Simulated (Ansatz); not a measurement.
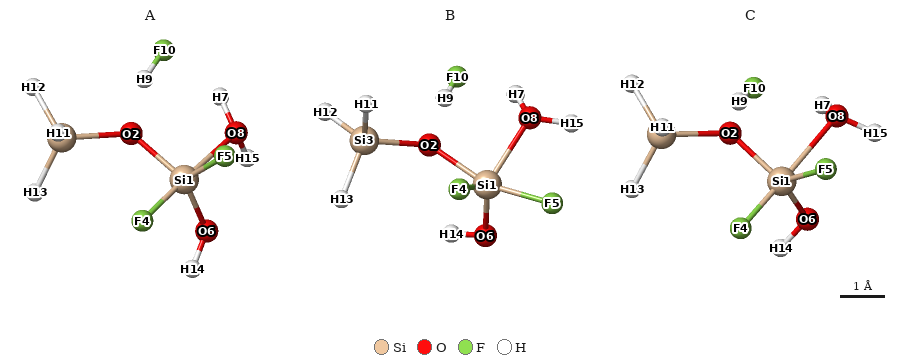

3 geometries from one relaxation of Si2H7O3F3 (started from a transition state, displaced along its imaginary mode), in shuffled order. Style: ball-and-stick. Shown at a tilt.

Level of theory: RKS PBE0-D4/def2-TZVP in Ansatz. Set-up: force threshold 0.005 eV/Å; at most 200 steps.

Order the frames from highest to lowest energy.

Answer. B, C, A. They are steps 0, 30, 51, at +282.4 kJ/mol, +15.7 kJ/mol relative to the last. The atom that moves furthest after the best rigid fit is H15 (1.66 Å). Largest moves by element: H 1.66 Å, F 1.44 Å, O 0.77 Å, Si 0.16 Å. Among the contacts that change: H9–F10 0.735 → 0.965 Å, Si1–O8 1.876 → 2.014 Å, H7–O8 0.893 → 0.980 Å, Si1–F5 1.643 → 1.584 Å. Among the angles between lasting bonds that change: F4–Si1–O8 118.7° → 176.6°, O2–Si1–F5 162.7° → 113.9°, O6–Si1–O8 115.9° → 79.9°. Groups turn about Si1–O6 by about 90°. The energy falls by 282.4 kJ/mol in 45 accepted moves (51 points after the start). Largest force component: 21 eV/Å at the start, 0.0042 eV/Å at the end. The line search rejected the trial steps at points 7, 10, 19, 20, 27, 34 of the run. The run took about 50 s of wall time on a shared GPU.
